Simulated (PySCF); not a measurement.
(NaBr)2 ring (Br2Na2).

Level of theory: ωB97X/def2-SVPD (PySCF), at a geometry from GFN2-xTB. This is a single-reference result, which may miss multireference character in this system. No frequency check shows the geometry to be a minimum. GFN2-xTB bond lengths at metals and heavier atoms can be off by up to 0.1 Å and shapes distorted, which carries into these values.

Geometry (Å), atoms numbered from 1:

```
Na1      0.0000   -1.8263    0.0000
Br2     -1.9533    0.0000    0.0000
Na3      0.0000    1.8262    0.0000
Br4      1.9533    0.0000    0.0000
```

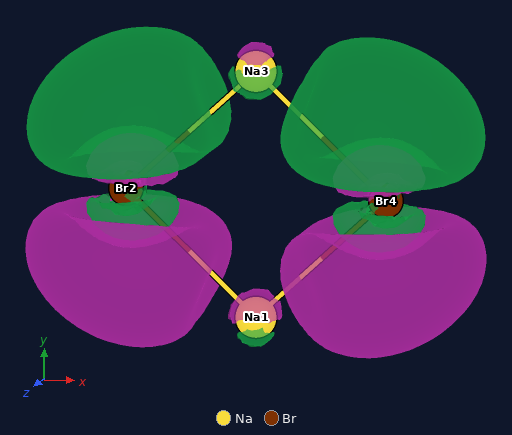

Change of the electron density in a uniform field of 0.26 V/Å, surfaces at ±0.001 e/Å³ (green: gain, purple: loss).

The field was applied in both directions; the picture shows the one opposite to the script's first.

Along which Cartesian direction does the field point?

Along −y: electrons gather on the +y side, against the field.

What dipole is induced, and what polarisability does it imply?

The induced dipole is 0.88 D (along the field); α along this axis, from the fields in both directions, is 69 bohr³ (10.2 Å³).

The PySCF run took 32 s on 1 thread of Arm Neoverse V2 (shared host), peak memory 0.64 GiB.
